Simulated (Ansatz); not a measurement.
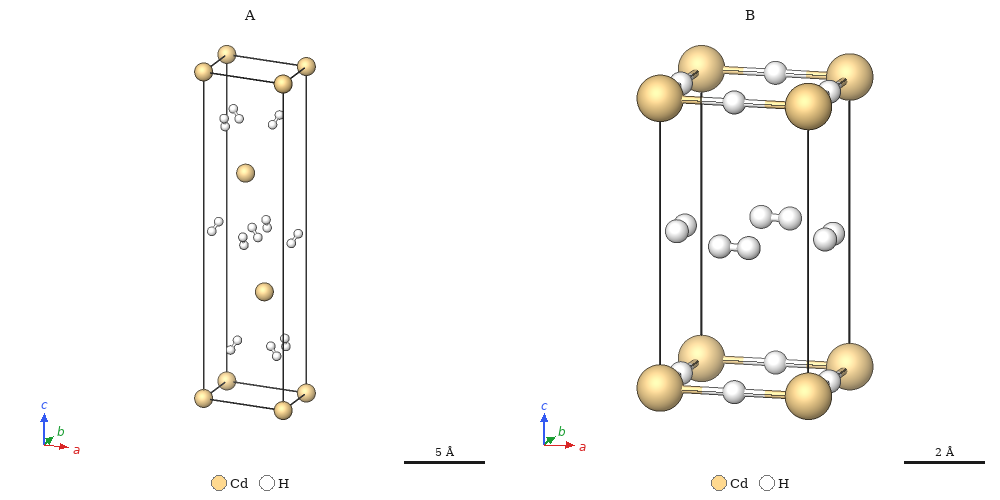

Two structures of CdH$_{6}$, each relaxed to rest (conventional cells in solid outline, small ones repeated, not to one scale). Method: DFT PBE, scalar-relativistic, plane waves, PAW in Ansatz, without spin polarisation.

Which structures are these?

A: 21 atoms a cell on a rhombohedral (trigonal R) lattice, R-3. B: 7 atoms a cell on a primitive tetragonal lattice, P4/mmm.

Which form lies lower?

A is lower, by 102 meV/atom at this level of theory (energies at zero smearing). Volumes: A 39.4, B 15.7 Å³/atom.

One or both may be structure types tried for this composition rather than known phases.
